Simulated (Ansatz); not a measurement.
## A computed series for MgS: response to strain

Start from MgS in the rock salt structure (space group Fm-3m, No. 225; a = 5.1820 Å). Axes: x, y, z lie along the cube axes.

Strains are applied to the cell and any free atomic positions relax.

Computed with PBEsol/PAW in Ansatz (a quantum-chemistry and plane-wave program), spin-orbit coupling left out.

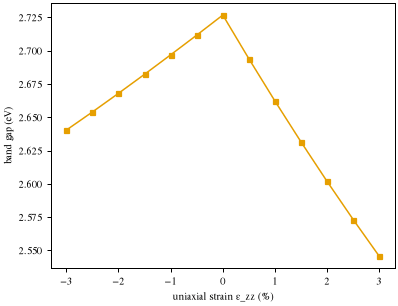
*Band gap against uniaxial strain ε_zz*

Problem. From the plot, what is the band gap for uniaxial strain ε_zz = −2.50 %?

Solution. About 2.65 eV.

Problem. Is the trend monotonic over the range shown?

Solution. No, it turns within the range, spanning 2.55 eV to 2.73 eV.

Whether these cells are dynamically stable was not tested.
